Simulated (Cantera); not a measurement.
Charge: 1 mol B2O3, 25 mol NH3, 3.6 mol H2, held at 1.00 Torr.

Cantera equilibrium calculation (NASA polynomials, part measured and part estimated; ideal gas, pure solids and liquids). Candidate condensed phases: B, BN, B2O3, B3O3H3, H2O; 39 gas species. Mutual solubility and eutectic melting of coexisting phases are not modelled. The numbers say what is thermodynamically allowed, not how fast it happens.

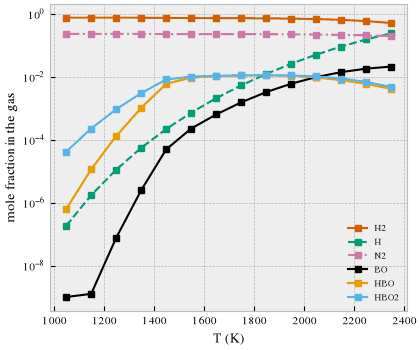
Figure. Equilibrium gas composition (values under 1e-9 drawn at 1e-9)

From 1048 K to 1448 K the condensed part is BN(s) + B2O3(l). From 1548 K to 2348 K nothing is condensed. The main B-bearing gas is HBO2 at 1048 K and BO at 2348 K.
